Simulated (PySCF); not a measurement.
# C13H13N: NMR shifts at several levels of theory, part 2 of 2

PySCF 2.14.0. Atoms count from 0. Earlier steps stand in the parts before.

## Step 6: NMR shieldings: KT2/pcSseg-1

Job settings and geometry (Å):

```
{"job": {"kind": "nmr", "xc": "KT2", "basis": "pcSseg-1", "pop": false}, "charge": 0, "multiplicity": 1}
C     -1.761737     1.873309     1.496729
C     -0.619615     1.080752     0.971785
N      0.577891     1.198004     1.427483
C      1.391481     0.305247     0.705187
C      2.758046     0.103913     0.865059
C      3.381712    -0.835546     0.039508
C      2.655622    -1.550616    -0.916177
C      1.279467    -1.342119    -1.070975
C      0.657297    -0.410636    -0.254227
C     -0.767703     0.054776    -0.153141
C     -1.800561    -1.044327     0.226754
C     -3.034754    -0.653490    -0.530448
C     -2.788651     0.298510    -1.434683
C     -1.346485     0.709980    -1.439419
H     -2.227088     2.473101     0.697977
H     -2.553059     1.214063     1.888529
H     -1.414091     2.539264     2.296094
H      3.312880     0.669795     1.615677
H      4.454783    -1.014765     0.142040
H      3.167365    -2.279615    -1.548934
H      0.716751    -1.905243    -1.821169
H     -1.950534    -1.106209     1.317705
H     -1.443499    -2.042053    -0.084875
H     -4.001608    -1.140444    -0.381236
H     -3.524311     0.704430    -2.133463
H     -1.197332     1.802780    -1.445363
H     -0.829098     0.330939    -2.338736
```

Level: GIAO KT2/pcSseg-1 NMR shielding, non-relativistic, gas phase.

Output:

```text
coarse grid: 23240 points
cycle   1  E = -567.7657388345  dE =  1.985e+00  |g| = 6.409e-01  |ddm| = 5.375e+00
cycle   2  E = -567.6314701863  dE =  1.343e-01  |g| = 9.683e-01  |ddm| = 2.152e+00
cycle   3  E = -567.8677003371  dE = -2.362e-01  |g| = 2.569e-01  |ddm| = 1.427e+00
cycle   4  E = -567.8833558295  dE = -1.566e-02  |g| = 7.187e-02  |ddm| = 3.695e-01
cycle   5  E = -567.8844754384  dE = -1.120e-03  |g| = 2.536e-02  |ddm| = 1.672e-01
cycle   6  E = -567.8846257230  dE = -1.503e-04  |g| = 9.958e-03  |ddm| = 4.928e-02
cycle   7  E = -567.8846498641  dE = -2.414e-05  |g| = 4.194e-03  |ddm| = 1.692e-02
cycle   8  E = -567.8846548393  dE = -4.975e-06  |g| = 6.879e-04  |ddm| = 5.155e-03
final grid: 226536 points
cycle   9  E = -567.8731229671  dE = -5.100e-04  |g| = 1.778e-02  |ddm| = 1.758e-01
cycle  10  E = -567.8730462563  dE =  7.671e-05  |g| = 2.385e-02  |ddm| = 5.261e-02
cycle  11  E = -567.8731998277  dE = -1.536e-04  |g| = 5.193e-03  |ddm| = 4.050e-02
cycle  12  E = -567.8732063366  dE = -6.509e-06  |g| = 1.986e-03  |ddm| = 9.385e-03
cycle  13  E = -567.8732073159  dE = -9.793e-07  |g| = 5.037e-04  |ddm| = 2.380e-03
cycle  14  E = -567.8732073738  dE = -5.786e-08  |g| = 1.803e-04  |ddm| = 7.539e-04
cycle  15  E = -567.8732073800  dE = -6.188e-09  |g| = 1.005e-04  |ddm| = 3.424e-04
cycle  16  E = -567.8732073829  dE = -2.938e-09  |g| = 1.387e-05  |ddm| = 1.522e-04
cycle  17  E = -567.8732073829  dE = -3.274e-11  |g| = 8.067e-06  |ddm| = 2.753e-05
converged SCF energy = -567.8732073829

GIAO shielding tensors (ppm)
atom      isotropic    diamagn.    paramagn.     s11        s22        s33       span
  0 C      166.697     250.547     -83.850    157.130    158.408    184.552     27.423
  1 C        5.339     263.431    -258.092    -77.222     -8.453    101.692    178.914
  2 N      -70.216     337.642    -407.858   -301.798    -84.392    175.542    477.340
  3 C       32.272     254.232    -221.960    -45.073     30.577    111.312    156.385
  4 C       67.223     251.710    -184.487    -13.940     50.867    164.744    178.684
  5 C       60.552     255.370    -194.817    -37.356     49.977    169.036    206.393
  6 C       63.067     255.615    -192.548    -36.538     55.964    169.775    206.313
  7 C       67.622     251.368    -183.746    -22.825     54.199    171.493    194.319
  8 C       42.441     259.114    -216.673    -19.208      0.652    145.879    165.087
  9 C      121.759     254.125    -132.366    116.915    119.494    128.869     11.954
 10 C      137.556     247.706    -110.150    108.775    143.628    160.265     51.490
 11 C       53.358     257.315    -203.957    -41.215     66.173    135.118    176.333
 12 C       53.355     257.374    -204.019    -41.243     66.154    135.155    176.398
 13 C      137.609     247.664    -110.055    108.784    143.698    160.346     51.562
 14 H       29.168      29.864      -0.696     24.213     29.572     33.720      9.507
 15 H       29.167      29.864      -0.697     24.211     29.574     33.716      9.505
 16 H       28.925      27.862       1.063     24.018     27.251     35.506     11.488
 17 H       23.775      30.266      -6.492     20.201     24.774     26.349      6.148
 18 H       24.036      28.222      -4.186     20.519     25.594     25.996      5.477
 19 H       24.183      29.512      -5.329     20.622     25.162     26.764      6.141
 20 H       24.059      34.391     -10.332     19.824     23.182     29.170      9.346
 21 H       28.796      32.662      -3.866     25.130     27.417     33.840      8.710
 22 H       28.255      32.164      -3.909     22.719     28.685     33.361     10.642
 23 H       25.254      29.550      -4.296     23.995     24.312     27.456      3.461
 24 H       25.249      29.559      -4.309     24.000     24.305     27.443      3.443
 25 H       28.793      32.650      -3.857     25.134     27.398     33.848      8.714
 26 H       28.253      32.168      -3.915     22.703     28.691     33.366     10.663
```

It took 36 s on 8 threads of Intel Xeon 6975P-C (Granite Rapids), shared host.

This run: δ C1 177.9, C3 150.9, C8 140.8, C11 129.9, H17 7.40, H18 7.14 ppm (means over like atoms).

## Step 7: Nuclear shieldings: HF/pcSseg-1

The job, as its differences from that of step 6:

```diff
@@ -1,2 +1,2 @@
-{"job": {"kind": "nmr", "xc": "KT2", "basis": "pcSseg-1", "pop": false}, "charge": 0, "multiplicity": 1}
+{"job": {"kind": "nmr", "xc": "HF", "basis": "pcSseg-1", "pop": false}, "charge": 0, "multiplicity": 1}
 C     -1.761737     1.873309     1.496729
```

Level: GIAO HF/pcSseg-1 NMR shielding, non-relativistic, gas phase.

Output:

```text
final grid: 226536 points
cycle   1  E = -554.0000496705  dE =  4.470e+00  |g| = 6.968e-01  |ddm| = 5.149e+00
cycle   2  E = -554.1538222936  dE = -1.538e-01  |g| = 3.152e-01  |ddm| = 1.126e+00
cycle   3  E = -554.1752983317  dE = -2.148e-02  |g| = 1.483e-01  |ddm| = 6.766e-01
cycle   4  E = -554.1813963296  dE = -6.098e-03  |g| = 2.475e-02  |ddm| = 2.220e-01
cycle   5  E = -554.1815872443  dE = -1.909e-04  |g| = 7.587e-03  |ddm| = 4.809e-02
cycle   6  E = -554.1816148282  dE = -2.758e-05  |g| = 3.432e-03  |ddm| = 1.656e-02
cycle   7  E = -554.1816219609  dE = -7.133e-06  |g| = 1.557e-03  |ddm| = 9.946e-03
cycle   8  E = -554.1816236186  dE = -1.658e-06  |g| = 6.362e-04  |ddm| = 4.288e-03
cycle   9  E = -554.1816240304  dE = -4.117e-07  |g| = 2.236e-04  |ddm| = 2.503e-03
cycle  10  E = -554.1816240872  dE = -5.686e-08  |g| = 1.122e-04  |ddm| = 7.182e-04
cycle  11  E = -554.1816241005  dE = -1.329e-08  |g| = 5.014e-05  |ddm| = 3.627e-04
cycle  12  E = -554.1816241033  dE = -2.807e-09  |g| = 2.311e-05  |ddm| = 1.473e-04
cycle  13  E = -554.1816241039  dE = -6.332e-10  |g| = 9.551e-06  |ddm| = 7.313e-05
converged SCF energy = -554.1816241039

GIAO shielding tensors (ppm)
atom      isotropic    diamagn.    paramagn.     s11        s22        s33       span
  0 C      174.470     243.637     -69.167    164.533    168.148    190.730     26.197
  1 C       -5.615     262.954    -268.569   -123.833    -12.665    119.654    243.486
  2 N      -82.475     336.037    -418.512   -364.393    -93.323    210.291    574.684
  3 C       27.692     255.212    -227.520    -77.356     31.109    129.322    206.677
  4 C       63.707     251.648    -187.940    -34.084     47.138    178.069    212.153
  5 C       54.880     256.859    -201.979    -62.117     44.158    182.599    244.716
  6 C       60.045     256.381    -196.336    -56.658     53.883    182.909    239.567
  7 C       61.078     250.293    -189.215    -48.033     46.751    184.514    232.547
  8 C       40.831     260.970    -220.139    -42.190      1.436    163.247    205.437
  9 C      138.868     246.326    -107.458    133.727    136.910    145.966     12.238
 10 C      152.763     243.723     -90.959    127.700    157.487    173.102     45.402
 11 C       50.336     260.032    -209.696    -78.580     79.251    150.339    228.919
 12 C       50.339     260.085    -209.746    -78.607     79.260    150.364    228.971
 13 C      152.811     243.681     -90.870    127.697    157.585    173.150     45.453
 14 H       29.778      29.117       0.661     24.435     30.172     34.726     10.291
 15 H       29.777      29.115       0.662     24.434     30.176     34.721     10.287
 16 H       29.142      28.001       1.141     23.395     27.497     36.533     13.139
 17 H       23.883      30.589      -6.706     19.509     25.213     26.925      7.416
 18 H       24.196      28.493      -4.298     20.128     26.028     26.431      6.302
 19 H       24.387      29.635      -5.248     20.136     25.765     27.259      7.123
 20 H       24.187      33.246      -9.058     19.345     23.496     29.721     10.376
 21 H       29.735      32.790      -3.055     25.381     28.224     35.601     10.220
 22 H       29.083      32.251      -3.168     23.023     29.255     34.971     11.949
 23 H       25.591      29.696      -4.106     23.854     24.647     28.271      4.417
 24 H       25.584      29.703      -4.119     23.856     24.638     28.258      4.402
 25 H       29.733      32.778      -3.045     25.387     28.203     35.610     10.223
 26 H       29.081      32.255      -3.174     23.006     29.260     34.977     11.972
```

It took 30 s on 8 threads of Intel Xeon 6975P-C (Granite Rapids), shared host.

In short: δ C1 196.5, C3 163.2, C8 150.0, C11 140.5, H17 7.80, H20 7.50 ppm (means over like atoms).

## Step 8: Run by run: NMR shifts

Shifts (ppm) of some atoms, chosen among heavy atoms and hydrogens apart, means over like atoms, with basis size and wall time:

| run | C1 | C5 | C7 | C9 | H17 | H21 | N2 | functions | time |
| --- | --- | --- | --- | --- | --- | --- | --- | --- | --- |
| PBE0/pcSseg-1 | 192.3 | 133.3 | 126.3 | 61.7 | 7.72 | 2.26 | 357.2 | 303 | 49 s |
| PBE/pcSseg-1 | 189.2 | 130.8 | 123.5 | 64.4 | 7.58 | 2.37 | 357.8 | 303 | 35 s |
| wB97X-D/pcSseg-1 | 194.5 | 134.5 | 127.7 | 61.3 | 7.74 | 2.20 | 353.5 | 303 | 64 s |
| KT2/pcSseg-1 | 177.9 | 122.7 | 115.6 | 61.5 | 7.40 | 2.38 | 334.5 | 303 | 36 s |
| HF/pcSseg-1 | 196.5 | 136.0 | 129.8 | 52.0 | 7.80 | 1.95 | 348.2 | 303 | 30 s |

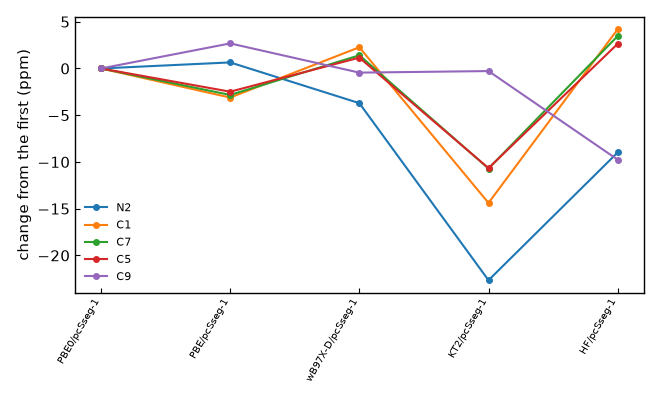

How five of the tabulated atoms move from run to run.

## Step 9: Summary of results

This closing draws on all 2 parts.

| quantity | value |
| --- | --- |
| point group | Cs |
| rotational constants (main isotopes) | 1.40, 0.58, 0.46 GHz |
| ¹³C shifts against TMS (PBE0/pcSseg-1, means over atoms taken as alike) | 192.3, 161.3, 151.1, 140.1, 133.3, 130.3, 126.6, 126.3, 61.7, 44.7, 17.3 ppm |
| ¹H shifts against TMS (PBE0/pcSseg-1, means over atoms taken as alike) | 7.72, 7.45, 7.40, 7.31, 6.05, 2.84, 2.26, 2.13 ppm |
| ¹⁵N shifts against NH3 (PBE0/pcSseg-1) | 357.2 ppm |
| range of the shift of N2 | 334.5 to 357.8 ppm |

What this shows: Single values in the summary come from the first sound run of each kind (PBE0/pcSseg-1), which need not be the best level. The optimisation took 8 steps and gained 0.080 eV; among the close pairs (by a distance rule), C12–H24 changed most, from 1.076 to 1.093 Å. At PBE0/pcSseg-1: Shielding is most anisotropic at N2 (span 538 ppm, paramagnetic term -428 ppm). NICS(1)zz of -27 ppm above the planar ring from C3 marks a diatropic (aromatic) ring current. Across the 5 runs the shift of N2 moves most, between 334.5 (KT2/pcSseg-1) and 357.8 ppm (PBE/pcSseg-1).
